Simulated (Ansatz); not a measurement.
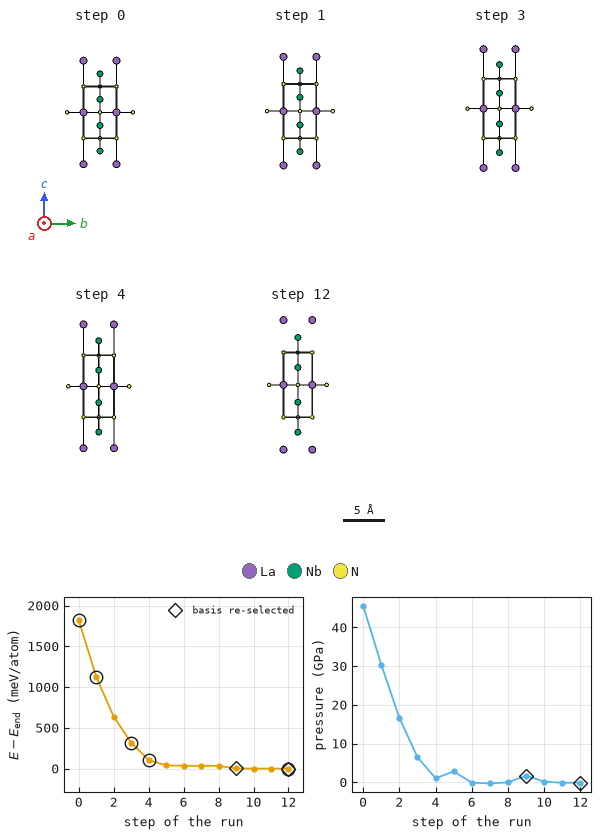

Frames of a relaxation of a crystal of LaNb2N3 (a generated structure, set up in P4/mmm) (coarse preliminary run), marked on the history of the run. A ball-and-stick model of the cell of the calculation, seen along the a axis.

These are results of DFT PBE, scalar-relativistic, plane waves, PAW in Ansatz 0.2.0, not measurements.

Input file:
```yaml
crystal:
  lattice:
    - [4.10584945, 0.0, 0.0]
    - [0.0, 4.10584945, 0.0]
    - [0.0, 0.0, 6.44325509]
  atoms:
    - { symbol: La, position: [0.0, 0.0, 0.5] }
    - { symbol: Nb, position: [0.5, 0.5, 0.2473511] }
    - { symbol: Nb, position: [0.5, 0.5, 0.7526489] }
    - { symbol: "N", position: [0.5, 0.5, 0.0] }
    - { symbol: "N", position: [0.0, 0.0, 0.0] }
    - { symbol: "N", position: [0.5, 0.5, 0.5] }
basis:
  ecutwfc: 420
kpoints:
  mp_grid: { grid: [4, 4, 4] }
hamiltonian:
  xc: pbe
scf:
  occupations: { method: gaussian, width: 0.1 }
  lower_state_search: "off"
output:
  forces: true
  stress: true
  eigenvalues: true
  populations: true
magnetization:
  spin_polarized: true
relax:
  adjacent_minimum: "off"
  f_tol: 0.04
  max_steps: 70
  cell: { stress_tol: 0.4 }
```

Launched with:
```bash
ansatz run input.yaml --threads 1 --pin off --max-ram 2560MiB --backend cpu --events-out ev --progress --plain --runs-dir out
```

Describe the path.

The largest moves relative to the cell, 0.13 Å, are those of Nb2 and Nb3. Nb3 goes along +c. La and N stay in place. The drawn cell changes as follows: a = b 4.106 → 3.581 Å (−12.8 %), c 6.443 → 8.068 Å (+25.2 %); the volume changes by −4.7 %. Some distances before and after: Nb2–Nb3 3.256 → 4.328 Å, La1–N5 3.222 → 4.034 Å, Nb2–Nb3 (another image) 3.187 → 3.740 Å, Nb2–N6 1.628 → 2.164 Å. The space group stays P4/mmm (No. 123). The energy falls by 1818 meV per atom in 10 accepted moves (12 points after the start). Largest force component: 1.9 eV/Å at the start, 0.024 eV/Å at the end. The pressure goes from 45.65 to −0.11 GPa. The SCF was repeated twice at an unchanged geometry on a basis and grid sized afresh for the cell, which shifted the energy by 31.5 meV per atom at most. Cost: 86 s on 1 thread of Intel(R) Xeon(R) 6975P-C (Granite Rapids), on a shared host, peak memory 0.51 GiB. From step 0 to 1: volume +4.3 %, energy −695 meV per atom. From step 1 to 3: Nb atoms move most (0.04 Å), volume +3.9 %, energy −804 meV per atom. From step 3 to 4: Nb atoms move most (0.02 Å), volume −5.9 %, energy −213 meV per atom. From step 4 to 12: Nb atoms move most (0.05 Å), volume −6.5 %, energy −105 meV per atom.

| step | E − E(0), meV/atom | largest force component, eV/Å | pressure, GPa | volume, Å³/atom | note |
| --- | --- | --- | --- | --- | --- |
| 0 | 0.00 | 1.9259 | 45.65 | 18.103 |  |
| 1 | -695.29 | 1.5794 | 30.42 | 18.882 |  |
| 2 | -1182.39 | 0.6697 | 16.65 | 19.488 |  |
| 3 | -1499.71 | 0.5251 | 6.47 | 19.612 |  |
| 4 | -1712.31 | 0.5245 | 1.05 | 18.453 |  |
| 5 | -1777.78 | 0.3834 | 2.80 | 16.906 |  |
| 6 | -1782.78 | 0.2072 | -0.10 | 17.236 |  |
| 7 | -1783.34 | 0.1196 | -0.30 | 17.135 |  |
| 8 | -1783.47 | 0.0056 | -0.02 | 17.137 |  |
| 9 | -1814.93 | 0.1042 | 1.70 | 17.137 | same geometry, new basis |
| 10 | -1817.29 | 0.0008 | 0.19 | 17.228 |  |
| 11 | -1817.34 | 0.0250 | -0.13 | 17.247 |  |
| 12 | -1817.54 | 0.0244 | -0.11 | 17.247 | same geometry, new basis |

Limits of the set-up: the k-point mesh is coarse for a cell with partly filled bands.
